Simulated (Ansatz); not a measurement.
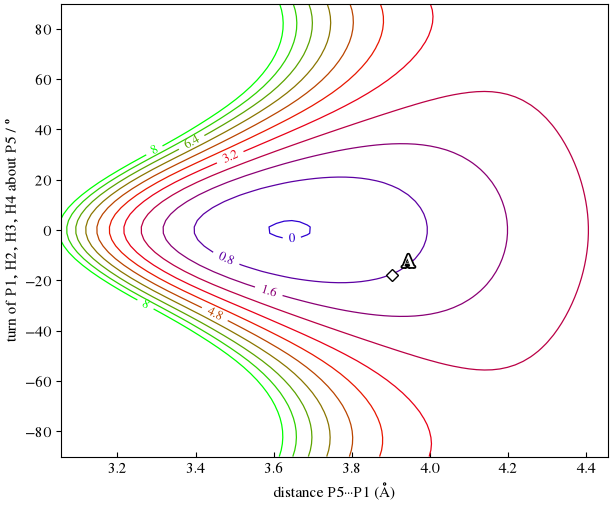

The pair H₃P···H₃P. The turn is about an axis along (−0.71, 0.68, −0.18) in the frame of the relaxed pair, normal to the line between the partners. First axis: distance P5···P1. Second axis: turn of P1, H2, H3, H4 about P5. Grid: 11 × 11 points. Points are written as (first, second). Energies are in kJ/mol, from the lowest grid point. Theory: RHF-MP2, frozen core/def2-TZVPD (Ansatz 0.2.0).

In the figure: contour lines labelled in kJ/mol (none above 8), the point A. Between grid points the surface is interpolated.

Question: Which way does the force act at A, and how strong is it?

Answer: A, at (3.904 Å, −18°), is not a stationary point. The computed force is 2.2 kJ/mol for each Å towards smaller values of distance P5···P1 and 0.036 kJ/mol for each degree towards larger values of the second coordinate.
